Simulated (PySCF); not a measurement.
Vertical excitations of a molecule C5H8Si from TDDFT-PBE/def2-SVPD (PySCF), as energy in eV (oscillator strength): 5.81 (0.003), 6.21 (0.002), 6.35 (0.011), 6.51 (0.001), 6.54 (0.035), 6.67 (0.005), 6.71 (0.012), 6.86 (0.013), 6.91 (0.030), 7.02 (0.005). Lowest triplet (TDA): 5.16 eV. Coordinates come from a ωB97X-D3(BJ)/def2-SVP optimisation. Other conformers were not sampled.

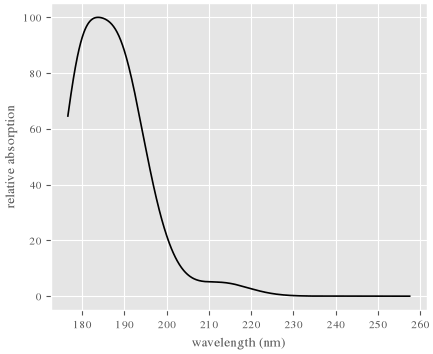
Figure. The lines broadened by 0.4 eV.

Identify the compound among the candidates.
(A) C=C=C1C[SiH2]C1
(B) C=C([SiH3])C#CC
(C) C#CC1C[SiH2]C1
(D) C#C[C@@H]1C[C@@H]1[SiH3]

D, C#C[C@@H]1C[C@@H]1[SiH3]
